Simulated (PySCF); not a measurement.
System: C₄H₈F₃OP.

```xyz
17

C     2.7211   -0.2540    0.1283
C     1.4646    0.4370   -0.3823
P     0.0243   -0.4072    0.3683
O    -0.0635   -1.8403    0.1153
C    -1.4449    0.5480   -0.2359
C    -2.6447   -0.0972    0.4075
F    -2.9941   -1.2414   -0.1714
F    -2.4117   -0.3621    1.7040
F    -3.7345    0.6927    0.3791
H     2.7872   -0.1668    1.2119
H     3.6149    0.1827   -0.3115
H     2.6856   -1.3119   -0.1237
H     1.4623    1.4969   -0.1282
H     1.3836    0.3328   -1.4677
H     0.0764   -0.0530    1.7135
H    -1.5317    0.4582   -1.3207
H    -1.4020    1.5978    0.0517
```

Geometry: GFN2-xTB.

The calculation used PBE0/pcSseg-1, SCF density, gas phase, non-relativistic (PySCF 2.14.0).

Question: Predict the electron density and electron localisation function between the atoms.

Answer: C–C (1.51 Å): the density is about 1.8 e/Å³ at the midpoint; the ELF peaks at about 0.95 between the atoms: localised, covalent bonding.
C–P (1.83 Å): ρ is about 1.2 e/Å³ halfway; the ELF peaks at about 0.95 between the atoms (a shared electron pair).
C–H (1.09 Å): ρ at the midpoint is about 2 e/Å³; the ELF climbs to about 1 towards the hydrogen, as it does in any bond to H; an ordinary covalent bond to hydrogen.

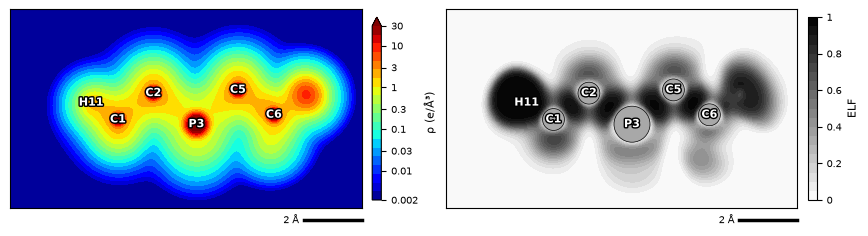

Computed electron density and electron localisation function on the plane of atoms P3, C5 and C6, in this order. Grey discs cover the atomic cores in the ELF map. 
